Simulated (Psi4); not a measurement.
**P4 (SMILES P12P3P1P23): B3LYP/6-31G(d) (Cartesian functions)**

What is the vertical singlet–triplet gap of P4 at B3LYP/6-31G* (Cartesian functions)? Input form: a Python script.

The results are computed with Psi4 1.11.

1 further run of the same task is left out (it didn't finish).

### Step 1. Starting point

P4: 4 atoms, total charge 0, spin state singlet. SMILES: `P12P3P1P23`. The coordinates come from a PBE0-D4/def2-TZVP relaxation.

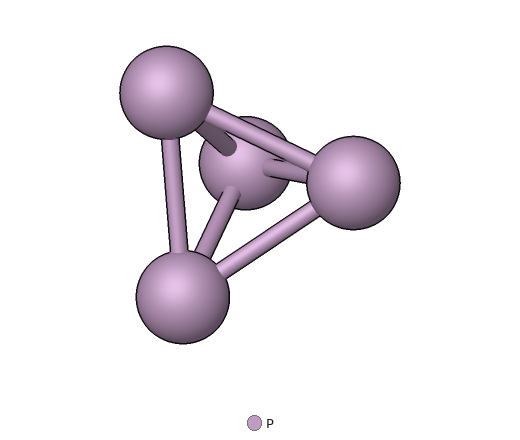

Viewed from a chosen angle; phosphorus pink.

### Step 2. Energy and forces at B3LYP/6-31G(d) (Cartesian functions)

The input, p4.xyz:

```xyz
4
P4
P     -0.724800    -0.100000     1.119400
P      1.294900     0.109800     0.315700
P     -0.185000    -1.091700    -0.749800
P     -0.385100     1.081900    -0.685200
```

The input, job.py:

```python
import psi4

psi4.set_memory('1600 MB')
psi4.set_num_threads(1)
psi4.core.set_output_file('output.dat', False)

with open('p4.xyz') as f:
    atoms = ''.join(f.readlines()[2:])
molecule = psi4.geometry('0 1\n' + atoms + 'symmetry c1')

psi4.set_options({
    'basis': '6-31G*',
    'puream': False,
    'e_convergence': 1e-09,
    'd_convergence': 1e-08,
    'scf_type': 'pk',
    'dft_radial_points': 99,
    'dft_spherical_points': 590,
})

e_tot, wfn = psi4.gradient('b3lyp', return_wfn=True)
psi4.oeprop(wfn, 'LOWDIN_CHARGES', 'WIBERG_LOWDIN_INDICES', 'MAYER_INDICES', title='B3LYP')
print('gradient / Eh bohr^-1')
print(e_tot.np.round(6))
print(f'energy = {wfn.energy():.10f} Eh')
for k, v in sorted(psi4.core.scalar_variables().items()):
    print(f'{k:45s} {v:18.10f}')
```

Command:

```bash
$ python job.py
```

output.dat:

```text
[...]
  Running in c1 symmetry.
[...]
  Nuclear repulsion =  327.132424195368571
[...]
  Multiplicity = 1
[...]
  Nalpha       = 30
  Nbeta        = 30
[...]
    Number of basis functions: 76
[...]
   @RKS iter   1: -1365.35625077443297    2.81233e-01   4.64027e-03 DIIS/ADIIS
[...]
   @RKS iter   8: -1365.44044240860512   -3.74257e-10   2.54095e-09 DIIS
[...]
    Orbital Energies [Eh]
    ---------------------
    Doubly Occupied:
       1A    -77.104850     2A    -77.104847     3A    -77.104846
       4A    -77.104824     5A     -6.578867     6A     -6.578745
       7A     -6.578743     8A     -6.578742     9A     -4.740312
      10A     -4.739786    11A     -4.739784    12A     -4.739783
      13A     -4.738458    14A     -4.738457    15A     -4.738409
      16A     -4.738409    17A     -4.738408    18A     -4.738287
      19A     -4.738286    20A     -4.738285    21A     -0.829186
      22A     -0.549540    23A     -0.549530    24A     -0.549526
      25A     -0.353723    26A     -0.301209    27A     -0.301200
      28A     -0.301195    29A     -0.273981    30A     -0.273979
[...]
  @RKS Final Energy: -1365.44044240860512
   => Energetics <=
    Nuclear Repulsion Energy =            327.1324241953685714
    One-Electron Energy =               -2540.0251702217028651
    Two-Electron Energy =                 922.4306181256697528
    DFT Exchange-Correlation Energy =     -74.9783145079407518
    Empirical Dispersion Energy =           0.0000000000000000
    VV10 Nonlocal Energy =                  0.0000000000000000
    Total Energy =                      -1365.4404424086053496
[...]
 Multipole Moments:
 ------------------------------------------------------------------------------------
     Multipole            Electronic (a.u.)      Nuclear  (a.u.)        Total (a.u.)
 ------------------------------------------------------------------------------------
 L = 1.  Multiply by 2.5417464519 to convert [e a0] to [Debye]
 Dipole X            :         -0.0000224           -0.0000000           -0.0000224
 Dipole Y            :         -0.0000113           -0.0000000           -0.0000113
 Dipole Z            :         -0.0000107            0.0000000           -0.0000107
 Magnitude           :                                                    0.0000273
[...]
  -Total Gradient:
     Atom            X                  Y                   Z
    ------   -----------------  -----------------  -----------------
       1        0.009838650942     0.001355388886    -0.015216070505
       2       -0.017565327594    -0.001494459651    -0.004284760674
       3        0.002507519152     0.014846695507     0.010193346382
       4        0.005219890729    -0.014706937331     0.009306628149
[...]
```

On the terminal:

```text
gradient / Eh bohr^-1
[[ 0.009839  0.001355 -0.015216]
 [-0.017565 -0.001494 -0.004285]
 [ 0.002508  0.014847  0.010193]
 [ 0.00522  -0.014707  0.009307]]
energy = -1365.4404424086 Eh
CURRENT ENERGY                                  -1365.4404424086
CURRENT REFERENCE ENERGY                        -1365.4404424086
DD SOLVATION ENERGY                                 0.0000000000
DFT FUNCTIONAL TOTAL ENERGY                     -1365.4404424086
DFT TOTAL ENERGY                                -1365.4404424086
DFT VV10 ENERGY                                     0.0000000000
DFT XC ENERGY                                     -74.9783145079
GRID ELECTRONS ALPHA                               29.9999999835
GRID ELECTRONS BETA                                29.9999999835
GRID ELECTRONS TOTAL                               59.9999999670
NUCLEAR REPULSION ENERGY                          327.1324241954
ONE-ELECTRON ENERGY                             -2540.0251702217
PCM POLARIZATION ENERGY                             0.0000000000
PE ENERGY                                           0.0000000000
SCF ITERATION ENERGY                            -1365.4404424086
SCF ITERATIONS                                      8.0000000000
SCF TOTAL ENERGY                                -1365.4404424086
TWO-ELECTRON ENERGY                               922.4306181257
XC GRID RADIAL POINTS                              99.0000000000
XC GRID SPHERICAL POINTS                          590.0000000000
XC GRID TOTAL POINTS                           214814.0000000000
```

Wall time 18 s (1 thread of Intel Xeon Platinum 8259CL at 2.50GHz (Skylake/Cascade Lake), shared host); peak memory 0.69 GiB.

### Step 3. The triplet, same level

The input, run.py:

```python
import psi4

psi4.set_memory('1600 MB')
psi4.set_num_threads(1)
psi4.set_output_file('p4.out', False)

geom = psi4.geometry("""
0 3
P
P 1 2.183836
P 1 2.183749 2 60.00032
P 3 2.183747 1 60.00076 2 -70.53034
symmetry c1
""")

psi4.set_options({
    'basis': '6-31G*',
    'reference': 'uks',
    'puream': False,
    'e_convergence': 1e-09,
    'd_convergence': 1e-08,
    'scf_type': 'pk',
    'dft_radial_points': 99,
    'dft_spherical_points': 590,
    'maxiter': 100,
})

e = psi4.gradient("b3lyp", molecule=geom)
print('gradient / Eh bohr^-1')
print(e.np.round(6))
```

Command:

```bash
$ python run.py
```

p4.out, shortened:

```text
[...]
  Running in c1 symmetry.
[...]
  Nuclear repulsion =  327.132413600121652
[...]
  Multiplicity = 3
[...]
  Nalpha       = 31
  Nbeta        = 29
[...]
    Number of basis functions: 76
[...]
   @UKS iter   1: -1365.18430783851409    4.53175e-01   4.29415e-03 DIIS/ADIIS
[...]
   @UKS iter  31: -1365.26476934976358   -2.20552e-11   7.50131e-09 DIIS
[...]
   @S^2 Observed:                2.005920447E+00
[...]
  @UKS Final Energy: -1365.26476934976358
   => Energetics <=
    Nuclear Repulsion Energy =            327.1324136001216516
    One-Electron Energy =               -2539.4568213399547858
    Two-Electron Energy =                 922.0601880706946076
    DFT Exchange-Correlation Energy =     -75.0005496806250278
    Empirical Dispersion Energy =           0.0000000000000000
    VV10 Nonlocal Energy =                  0.0000000000000000
    Total Energy =                      -1365.2647693497635828
[...]
 Multipole Moments:
 ------------------------------------------------------------------------------------
     Multipole            Electronic (a.u.)      Nuclear  (a.u.)        Total (a.u.)
 ------------------------------------------------------------------------------------
 L = 1.  Multiply by 2.5417464519 to convert [e a0] to [Debye]
 Dipole X            :          0.1221773            0.0000000            0.1221773
 Dipole Y            :          0.0864589            0.0000000            0.0864589
 Dipole Z            :         -0.1497130           -0.0000000           -0.1497130
 Magnitude           :                                                    0.2116989
[...]
  -Total Gradient:
     Atom            X                  Y                   Z
    ------   -----------------  -----------------  -----------------
       1        0.000529939262     0.027662407780     0.015103623184
       2       -0.107210721393     0.037341080408    -0.064680304119
       3        0.000521512259    -0.026915372729    -0.016405309561
       4        0.106159120747    -0.038087997929     0.065982662325
[...]
```

The script printed:

```text
gradient / Eh bohr^-1
[[ 0.00053   0.027662  0.015104]
 [-0.107211  0.037341 -0.06468 ]
 [ 0.000522 -0.026915 -0.016405]
 [ 0.106159 -0.038088  0.065983]]
```

Run time: 42 s. Hardware: 1 thread of Intel Xeon Platinum 8259CL at 2.50GHz (Skylake/Cascade Lake), shared host; peak memory 0.69 GiB.

### Step 4. What came out

Level: B3LYP/6-31G* (Cartesian functions).

| quantity | value |
| --- | --- |
| singlet: total energy | -1365.44044 Eh |
| singlet: dipole moment | 0.00 D |
| singlet: HOMO energy | -7.46 eV |
| singlet: LUMO energy | -0.87 eV |
| singlet: HOMO–LUMO gap | 6.58 eV |
| singlet: largest force on an atom | 0.935 eV/Å |
| triplet: total energy | -1365.26477 Eh |
| triplet: dipole moment | 0.54 D |
| triplet: HOMO energy (highest over α and β) | -2.88 eV |
| triplet: ⟨S²⟩ | 2.006 |
| triplet: largest force on an atom | 6.719 eV/Å |
| vertical energy of the triplet above the singlet | 4.780 eV |

What this shows: At this shape the triplet lies 4.78 eV (461 kJ/mol) above the singlet. The largest force (singlet) is 0.94 eV/Å: the shape isn't a stationary point for this species at this level.
